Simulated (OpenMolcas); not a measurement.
# SiH3 (SMILES [SiH3]) at 6 levels

Wanted: a comparison of 6 runs (UHF/3-21G, U-r2SCAN/3-21G, UB3LYP/3-21G, UPBE/3-21G, ROMP2/3-21G, ROCCSD(T)/3-21G) of SiH3. 

The calculation is run with OpenMolcas 26.06.

**1. The structure to begin with**

SiH3: 4 atoms, total charge 0, spin state doublet. SMILES: `[SiH3]`. The Si1–H4 distance was set to 2.601 Å, away from the relaxed value. At this shape a bond of the SMILES string is far longer than usual.

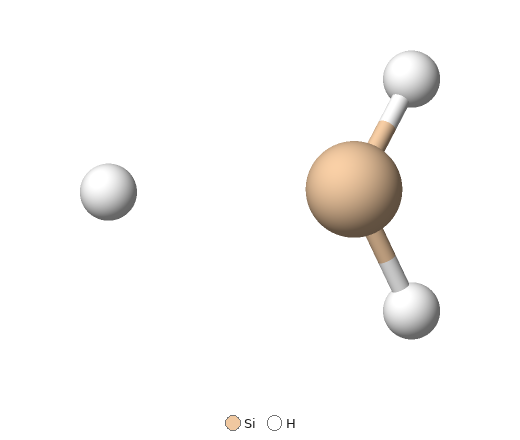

Viewed from a chosen angle; silicon light orange, hydrogen white.

**2. A single-point energy at UHF/3-21G (run 1)**

test.input

```
* H3Si Hartree-Fock
&gateway
baslib = $CurrDir
basisset
Si.3-21G....
Si1 0.985798 -0.619525 0.477954 angstrom
End of Basis
basisset
H.3-21G....
H2 1.251168 0.072675 1.765884 angstrom
H3 0.467978 -1.994275 0.702114 angstrom
H4 -0.628890 0.763250 -1.019990 angstrom
End of Basis
&seward
&scf
uhf
spin = 2
thresholds = 1e-10 1e-07 1e-07 1e-05
prorbitals = 1 1
```

The basis set 3-21G is read from a file made from the Basis Set Exchange's data (not shown).

Run with:

```
$ export MOLCAS_MEM=1860
$ pymolcas test.input > test.log
```

The log of the run:

```text
--- Start Module: gateway ---
[...]
--- Stop Module: gateway /rc=_RC_ALL_IS_WELL_ ---
--- Start Module: seward ---
[...]
      Basis functions           19
--- Stop Module: seward /rc=_RC_ALL_IS_WELL_ ---
--- Start Module: scf ---
[...]
       Convergence after  26 Iterations
[...]
::    Total SCF energy                               -288.9880724827
[...]
      Total spin, S                                     0.7079362195
[...]
      Total electronic charge=   17.000000
      Total            charge=   -0.000000
[...]
      Dipole Moment (debye):
      Origin of the operator (angstrom)=    0.9251   -0.5968    0.4784
                   X=  1.3841E-01               Y= -3.7637E-01               Z=  6.2938E-01           Total=  7.4628E-01
      Quadrupole Moment (debye*angstrom):
[...]
--- Stop Module: scf /rc=_RC_ALL_IS_WELL_ ---
[...]
```

Wall time 2 s (1 thread of Arm Neoverse V1, shared host); peak memory 0.37 GiB.

**3. The energy at U-r2SCAN/3-21G (run 2)**

test.inp

```
* H3Si Kohn-Sham DFT

&gateway
  baslib=$CurrDir
  basisset
  Si.3-21G....
  Si1 0.985798 -0.619525 0.477954 angstrom
  End of Basis
  basisset
  H.3-21G....
  H2 1.251168 0.072675 1.765884 angstrom
  H3 0.467978 -1.994275 0.702114 angstrom
  H4 -0.628890 0.763250 -1.019990 angstrom
  End of Basis

&seward
  gridinput
  Grid=UltraFine
  End of Grid

&scf
  uhf
  spin=2
  ksdft=2
  1.0 MGGA_X_R2SCAN
  1.0 MGGA_C_R2SCAN
  thresholds=1e-10 1e-07 1e-07 1e-05
  prorbitals=1 1
```

The basis set 3-21G is read from a file made from the Basis Set Exchange's data (not shown).

Run with:

```
$ export MOLCAS_MEM=1860
$ pymolcas test.inp > test.log
```

The log of the run:

```text
--- Start Module: gateway ---
[...]
--- Stop Module: gateway /rc=_RC_ALL_IS_WELL_ ---
--- Start Module: seward ---
[...]
      Basis functions           19
--- Stop Module: seward /rc=_RC_ALL_IS_WELL_ ---
--- Start Module: scf ---
[...]
       Convergence after  26 Iterations
[...]
::    Total KS-DFT energy                            -289.5315950669
[...]
      Total spin, S                                     0.6020242103
[...]
      Total electronic charge=   17.000000
      Total            charge=   -0.000000
[...]
      Dipole Moment (debye):
      Origin of the operator (angstrom)=    0.9251   -0.5968    0.4784
                   X=  3.4032E-01               Y= -6.0598E-01               Z=  9.2687E-01           Total=  1.1585E+00
      Quadrupole Moment (debye*angstrom):
[...]
--- Stop Module: scf /rc=_RC_ALL_IS_WELL_ ---
[...]
```

Run time: 13 s. Hardware: 1 thread of Arm Neoverse V1, shared host; peak memory 0.37 GiB.

Run 3 isn't shown in full; the table further down has it.

**4. A single-point energy at UPBE/3-21G (run 4)**

test.input

```
* H3Si Kohn-Sham DFT

&GATEWAY
 BasLib = $CurrDir
 BasisSet
 Si.3-21G....
 Si1 0.985798 -0.619525 0.477954 angstrom
 End of Basis
 BasisSet
 H.3-21G....
 H2 1.251168 0.072675 1.765884 angstrom
 H3 0.467978 -1.994275 0.702114 angstrom
 H4 -0.628890 0.763250 -1.019990 angstrom
 End of Basis

&SEWARD
 GridInput
 Grid=UltraFine
 End of Grid

&SCF
 UHF
 Spin = 2
 KSDFT = PBE
 Thresholds = 1e-10 1e-07 1e-07 1e-05
 PrOrbitals = 1 1
```

The basis set 3-21G is read from a file made from the Basis Set Exchange's data (not shown).

Run with:

```
$ export MOLCAS_MEM=1860
$ pymolcas test.input > test.log
```

The log of the run:

```text
--- Start Module: gateway ---
[...]
--- Stop Module: gateway /rc=_RC_ALL_IS_WELL_ ---
--- Start Module: seward ---
[...]
      Basis functions           19
--- Stop Module: seward /rc=_RC_ALL_IS_WELL_ ---
--- Start Module: scf ---
[...]
       Convergence after  15 Iterations
[...]
::    Total KS-DFT energy                            -289.4207469435
[...]
      Total spin, S                                     0.5120683543
[...]
      Total electronic charge=   17.000000
      Total            charge=   -0.000000
[...]
      Dipole Moment (debye):
      Origin of the operator (angstrom)=    0.9251   -0.5968    0.4784
                   X=  4.6301E-01               Y= -6.8426E-01               Z=  9.8865E-01           Total=  1.2884E+00
      Quadrupole Moment (debye*angstrom):
[...]
--- Stop Module: scf /rc=_RC_ALL_IS_WELL_ ---
[...]
```

Wall time 6 s (1 thread of Arm Neoverse V1, shared host); peak memory 0.37 GiB.

Run 5 isn't shown in full; the table further down has it.

**5. The energy at ROCCSD(T)/3-21G (run 6)**

test.inp

```
&gateway
  baslib
  $CurrDir
  basisset
  Si.3-21G....
  Si1 0.985798 -0.619525 0.477954 angstrom
  End of Basis
  basisset
  H.3-21G....
  H2 1.251168 0.072675 1.765884 angstrom
  H3 0.467978 -1.994275 0.702114 angstrom
  H4 -0.628890 0.763250 -1.019990 angstrom
  End of Basis

&seward

&scf
  uhf
  spin
  2
  thresholds
  1e-10 1e-07 1e-07 1e-05
  prorbitals
  1 1

&rasscf
  fileorb
  $Project.UnaOrb
  spin
  2
  nactel
  1 0 0
  inactive
  8
  ras2
  1
  outorbitals
  Canonical
  orblisting
  Nothing

&motra
  jobiph
  frozen
  5

&ccsdt
  cct
  triples
  3
  iterations
  80
  accuracy
  1e-08
  extrapolation
  5 4
```

The basis set 3-21G is read from a file made from the Basis Set Exchange's data (not shown).

Run with:

```
$ export MOLCAS_MEM=1860
$ pymolcas test.inp > test.log
```

The log of the run:

```text
--- Start Module: gateway ---
[...]
--- Stop Module: gateway /rc=_RC_ALL_IS_WELL_ ---
[...]
      Basis functions           19
[...]
       Convergence after  26 Iterations
[...]
::    Total SCF energy                               -288.9880724827
[...]
      Total spin, S                                     0.7079362195
[...]
      Number of active orbitals                  1
[...]
      Spin quantum number                      0.5
[...]
      Active orbitals                            1
[...]
      Number of CSFs                             1
[...]
      Number of root(s) required                 1
[...]
      Convergence after 21 iterations
[...]
      printout of CI-coefficients larger than  0.05 for root  1
      energy=    -288.968462
      conf/sym  1     Coeff  Weight
             1  u   1.00000 1.00000
      Natural orbitals and occupation numbers for root  1
      sym 1:   1.000000
      ************************************************************************************************************************
      *                                                    Final results                                                     *
[...]
::    RASSCF root number  1 Total energy:   -288.96846239
[...]
      Total electronic charge=   17.000000
      Total            charge=   -0.000000
[...]
      Dipole Moment (debye):
      Origin of the operator (angstrom)=    0.9251   -0.5968    0.4784
                   X= -3.5311E-01               Y= -5.2202E-01               Z=  1.2743E+00           Total=  1.4216E+00
      Quadrupole Moment (debye*angstrom):
[...]
--- Start Module: motra ---
[...]
      *** WARNING: Default frozen orbitals is overwritten by user input.
      *** Default values:   2
[...]
--- Stop Module: motra /rc=_RC_ALL_IS_WELL_ ---
--- Start Module: ccsdt ---
[...]
      Convergence after                    43  Iterations
      Total energy (diff) :    -289.06044379      -0.00000000
[...]
 METHOD                       : CCSD+T(CCSD)+<T3(1)WT1>+<T3(1)UT2> = CCSD(T)
[...]
       CCSD     =      -289.0604437949873
[...]
--- Stop Module: ccsdt /rc=_RC_ALL_IS_WELL_ ---
[...]
```

It took 3.3 s on 1 thread of Arm Neoverse V1, shared host; peak memory 0.37 GiB.

**6. Overview of the runs**

```tsv
run	level	integration grid	frozen core orbitals	energy (Eh)	dipole moment (D)	HOMO energy (eV)	LUMO energy (eV)	wall time
1	UHF/3-21G	–	–	-288.988072	0.75	-9.08	0.61	2 s
2	U-r2SCAN/3-21G	UltraFine	–	-289.531595	1.16	-5.88	-3.60	13 s
3	UB3LYP/3-21G	UltraFine	–	-289.603651	1.32	-6.31	-3.43	8.7 s
4	UPBE/3-21G	UltraFine	–	-289.420747	1.29	-5.53	-4.07	6 s
5	ROMP2/3-21G	–	5	-289.017524	–	–	–	3 s
6	ROCCSD(T)/3-21G	–	5	-289.064235	–	–	–	3.3 s
```

**7. What came out**

| quantity | value |
| --- | --- |
| run 6: total energy | -289.06424 Eh |
| run 6: (T) correction | -3.79 mEh |

**Reading.** Over runs 1, 2, 3, 4 the dipole moment (its size) runs from 0.75 D (UHF/3-21G) to 1.32 D (UB3LYP/3-21G). Totals of different functionals can't be ranked against each other. Spin contamination of the reference: run 1 ⟨S²⟩ = 1.21, run 2 ⟨S²⟩ = 0.96, run 3 ⟨S²⟩ = 0.88. All runs together took 36 s, the longest 13 s.
